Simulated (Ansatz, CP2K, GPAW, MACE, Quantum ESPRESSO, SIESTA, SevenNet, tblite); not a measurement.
**How far do other methods lie from plane waves? (5,5) carbon nanotube bundle (80 atoms)**

One geometry of (5,5) carbon nanotube bundle (80 atoms) is solved by several programs and methods. How far do their forces lie from a plane-wave PBE run?

Results are calculated, not measured.

## (1) The cell

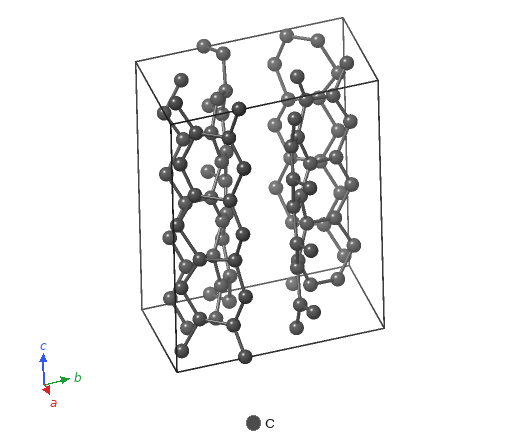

The cell (carbon dark grey). Bonds to atoms that aren't drawn are left out. Some periodic images of atoms are drawn too.

The cell holds 80 atoms (80 C), with edges of 10.08, 10.08 and 9.84 Å. Recipe: graphene sheet (a = 2.46 Å) rolled into a (5,5) tube of diameter 6.78 Å, 4 periods, hexagonal bundle with 3.3 Å between walls; not relaxed, displaced by a Gaussian of 0.02 Å. Then every atom was moved at random, 0.05 Å r.m.s. a Cartesian component. The density is 1.84 g/cm³.

## (2) The reference input

Quantum ESPRESSO 7.5: Kohn-Sham DFT, PBE, SSSP efficiency 1.3.0 pseudopotentials, plane waves. Its input, pw.in:

```
&control
  calculation = 'scf'
  pseudo_dir = './pseudo'
  outdir = './tmp'
  disk_io = 'none'
  tprnfor = .true.
  tstress = .true.
/
&system
  ibrav = 0
  nat = 80
  ntyp = 1
  ecutwfc = 45
  ecutrho = 360
  nosym = .true.
  occupations = 'smearing'
  smearing = 'fd'
  degauss = 0.003675
/
&electrons
  conv_thr = 4.0e-07
  electron_maxstep = 100
  mixing_beta = 0.2
  mixing_mode = 'local-TF'
  diagonalization = 'david'
/
ATOMIC_SPECIES
C 12.011 C.upf
CELL_PARAMETERS angstrom
10.08135 0.00000 0.00000
-5.04067 8.73070 0.00000
0.00000 0.00000 9.84000
ATOMIC_POSITIONS crystal
C 0.36831 0.07859 0.12432
C 0.38901 0.15384 0.99695
C 0.37427 0.29408 0.00707
C 0.33234 0.32989 0.12140
[... 74 atom lines left out ...]
C 0.23301 0.83911 0.99462
C 0.29640 0.92402 0.86561
K_POINTS gamma
```

```console
$ OMP_NUM_THREADS=1 mpirun -np 2 pw.x -in pw.in > output.txt
```

The job ended after 2.4 min (2 MPI ranks of Arm Neoverse V1, shared host; peak memory 1.8 GiB).

It converged with an r.m.s. force component of 3.6 eV/Å and a pressure of 10 GPa.

## (3) What was run beside it

- CP2K 2026.2: Gaussian basis with GTH pseudopotentials and a plane-wave density; labels give functional, basis (MOLOPT sets; SR short-range, UZH the newer set with its own potentials), grid cutoff/relative cutoff and solver (OT: orbital transformation; TRS4, TC2, SIGN: linear-scaling purification with its sparsity filter), or its built-in tight binding.
- GPAW 26.7.0: PAW with atomic orbitals (LCAO), plane waves or a real-space grid of spacing h.
- MACE: machine-learned potential, published weights.
- Quantum ESPRESSO 7.5: plane waves; labels (QE) give functional, pseudopotential set and cutoffs of waves/density.
- SIESTA 5.4.2: numerical atomic orbitals, whose automatically made sets are far from complete, with PseudoDojo norm-conserving potentials that we converted to its format (checked against plane waves on the same files for H, C, O, Si, Ge and Ca alone); labels give functional, basis size, energy shift and mesh cutoff.
- SevenNet: machine-learned potential, published weights.
- tblite 0.8.0: extended tight binding, driven from Python.

All use the same cell and atoms, and the electronic-structure runs the same k-mesh.

## (4) Side by side

Differences are against the reference: forces as r.m.s. over components, share as that over the reference's r.m.s. force, slope as the fitted ratio of a run's forces to the reference's.

```tsv
run	Δ force, r.m.s. (meV/Å)	share (%)	slope	Δ pressure (GPa)	cores	CPU time	memory (GiB)
reference	-	-	-	-	2	4.9 min	1.8
CP2K PBE+D3, DZVP-UZH, 450/50 Ry, diagonalisation	75.6	2.11	1.018	0.308	4	7.6 min	2.8
CP2K PBE, DZVP-MOLOPT, 450/50 Ry, diagonalisation	38.1	1.06	1.009	0.239	4	83 min	3.1
CP2K PBE, DZVP-UZH, 450/30 Ry, diagonalisation (coarse)	54.9	1.53	1.014	0.613	4	6 min	2.7
CP2K PBE, DZVP-UZH, 450/50 Ry, diagonalisation	54.9	1.53	1.014	0.611	4	7.5 min	2.8
GPAW PBE, LCAO dzp, h 0.15 Å	275	7.68	1.065	-	2	2.8 min	1.6
GPAW PBE, LCAO dzp, h 0.2 Å	276	7.70	1.065	-	1	81 s	0.67
GPAW PBE, LCAO dzp, h 0.2 Å, other mixer settings	277	7.74	1.065	-	2	2.1 min	0.9
GPAW PBE, LCAO sz(dzp), h 0.2 Å (coarse)	1118	31.2	1.255	-	1	28 s	0.51
MACE MP-0b3 medium potential	576	16.1	0.888	-0.548	1	9.4 s	1.1
QE PBE, gbrv-1.5, 40/200 Ry	23.0	0.641	1.005	-0.412	2	2.6 min	0.87
QE PBE, sssp-1.3.0-efficiency, 30/240 Ry (coarse)	53.1	1.48	1.012	-6.85	2	3 min	1.1
SIESTA PBE, DZP, shift 0.01 Ry, mesh 300 Ry	472	13.2	1.113	7.45	2	2.8 min	1.0
SevenNet 0 potential	497	13.9	0.930	-1.95	1	9 s	1.0
SevenNet l3i5 potential	454	12.7	0.960	-0.368	1	12 s	1.6
tblite GFN1-xTB	208	5.82	0.977	-2.19	1	1.8 s	0.11
tblite GFN2-xTB	225	6.27	0.964	-4.99	1	6.7 s	0.11
```

Rows marked coarse were listed beforehand as settings not expected to be converged; some can still land near the reference.

Times of the machine-learned potentials are mostly Python's start and the loading of weights.

CPU time is summed over cores on shared hosts, so it is rough.

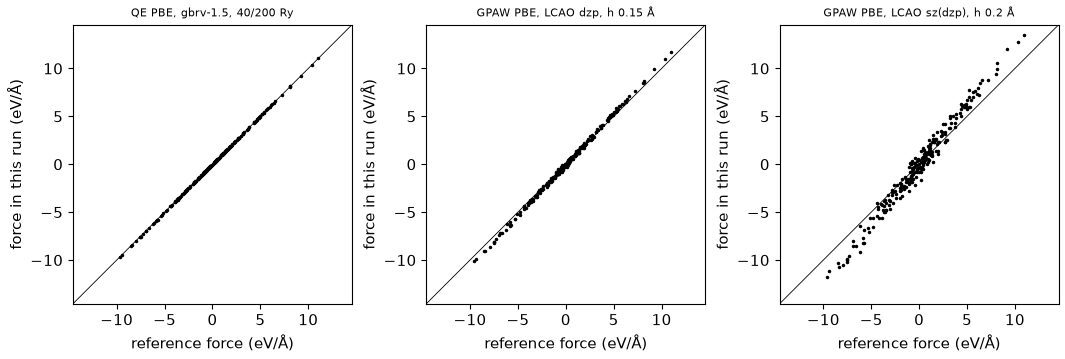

Force components against those of the reference; the line marks equality.

## (5) Findings

Forces lie from 0.64 % (QE PBE, gbrv-1.5, 40/200 Ry) to 31 % (GPAW PBE, LCAO sz(dzp), h 0.2 Å, coarse) of the reference's r.m.s. force of 3.6 eV/Å away from it. Other PBE runs on plane waves or a grid: QE PBE, gbrv-1.5, 40/200 Ry 0.64 % of the r.m.s. force; the reference has errors of its own, so differences under a few per cent don't tell which side is nearer the exact PBE result. The PBE runs in local orbitals, coarse settings apart, differ by 1.1 % (CP2K PBE, DZVP-MOLOPT, 450/50 Ry, diagonalisation) to 13 % (SIESTA PBE, DZP, shift 0.01 Ry, mesh 300 Ry); basis, grid and potentials can all enter. Tight binding differs by 5.8 % (tblite GFN1-xTB) to 6.3 % (tblite GFN2-xTB); it is another model, with fitted parameters of its own, and the xTB methods hold dispersion.

Machine-learned potentials differ by 13 % (SevenNet l3i5 potential) to 16 % (MACE MP-0b3 medium potential); they were trained on other programs' data. Rows with another functional or a dispersion term differ by 2.1 % (CP2K PBE+D3, DZVP-UZH, 450/50 Ry, diagonalisation), which mixes the change of model with differences of basis and potentials. Runs with settings chosen to be coarse differ by 1.5 % (QE PBE, sssp-1.3.0-efficiency, 30/240 Ry) to 31 % (GPAW PBE, LCAO sz(dzp), h 0.2 Å), their programs' other errors included. GPAW PBE, LCAO sz(dzp), h 0.2 Å stiffens the forces by a factor of 1.26 while following their directions (correlation 0.990); the slopes of the 4 GPAW runs lie between 1.06 and 1.26. From GPAW PBE, LCAO dzp, h 0.2 Å to the finer GPAW PBE, LCAO dzp, h 0.15 Å the share goes from 7.70 to 7.68 %, so the grid isn't what parts these runs from the reference. Pressures at PBE, coarse settings apart, lie -0.41 to +7.45 GPa from the reference's.

**Limits.** Periodic xTB results under one method name differ between programs and library versions. The reference's pressure holds the uncorrected Pulay stress of its 45 Ry basis, so small pressure differences may be the reference's own error. Machine-learned potentials mimic data converged in k, so the reference's own k-point error enters their differences. The reference's stress is far from hydrostatic: its diagonal is 9.9, 14.4, 5.7 GPa, compression counted positive. The electronic-structure runs sample only Γ, in a cell whose shortest periodic width is 9 Å. The reference's pressure of 10 GPa reflects the volume that the recipe set, positions that aren't this level's minimum and the coarse k-sampling. The reference's PBE has no dispersion term. Where levels are smeared, the DFT runs use Fermi–Dirac occupations at 580 K (0.05 eV), and energies are free energies. The atoms were displaced at random, and shares hang on the size of the forces that this gives. The reference's cutoffs and mesh weren't converged further here.

[Logs are printed without paths, hosts, clocks, repeated set-up lines and the standing remarks that a program may print on its own settings, such as how far it seeks lower states.]

[Hosts, paths, dates, database ids (printed as entryN), source tags and the programs' standing remarks are cut or masked in the printed files.]

[Cells were taken only where this reference lay near another plane-wave run.]
